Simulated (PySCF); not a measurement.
System: C₄H₇AlN₂Se (SMILES N#CCC[Se]C#[N+][AlH3-]).

The calculation's input:

```
{"job": {"kind": "uv", "xc": "PBE0", "basis": "def2-SVPD", "nstates": 8, "ntriplets": 3}, "charge": 0, "multiplicity": 1}
N     -2.937071    -0.415477     1.565835
C     -2.213103     0.000553     0.786162
C     -1.306145     0.471105    -0.230999
C     -1.168406    -0.544104    -1.357281
Se    -0.508002    -2.317788    -0.717254
C      1.056264    -1.617838    -0.230311
N      2.019705    -1.041981     0.053072
Al     2.431958     0.893127     0.234572
H     -0.331676     0.688386     0.228557
H     -1.694633     1.408274    -0.642723
H     -0.457796    -0.196237    -2.108586
H     -2.130632    -0.762723    -1.825750
H      3.974536     0.957157     0.380773
H      1.757154     1.304898    -1.146496
H      1.503433     1.180638     1.482862
```

Launched as:

```sh
OMP_NUM_THREADS=1 python probes_run.py task.json out
```

Geometry: GFN2-xTB.

Method: PBE0/def2-SVPD, SCF density, gas phase in PySCF 2.14.0.

Question: What can the converged electron density and electron localisation function tell about the bonding?

Answer: C–N (1.16 Å): ρ at the midpoint is about 3.4 e/Å³; the ELF peaks at about 0.85 between the atoms (a multiple bond).
C–Se (1.78 Å): ρ is about 1.2 e/Å³ halfway; the ELF peaks at about 0.90 between the atoms, as expected for localised, covalent bonding.
C–H (1.09 Å): the density is about 2 e/Å³ at the midpoint; the ELF climbs to about 1 towards the hydrogen, as it does in any bond to H: a covalent bond by its length.

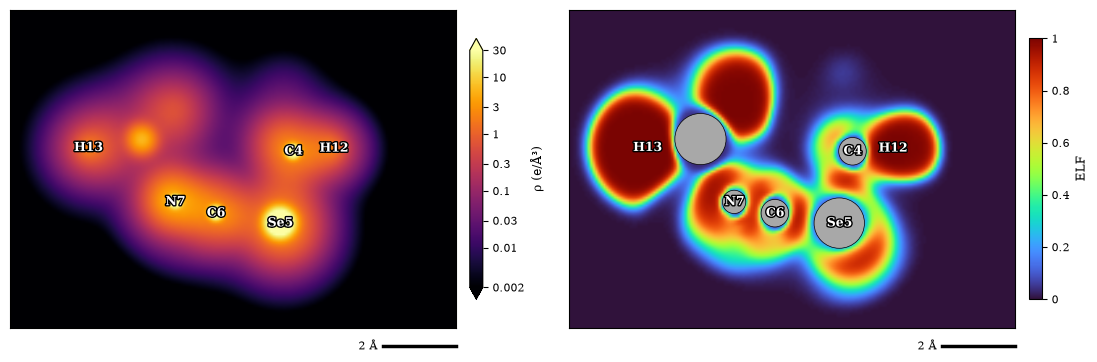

Computed electron density and electron localisation function on the plane of atoms C4, Se5 and C6, in this order. Grey discs cover the atomic cores in the ELF map. 
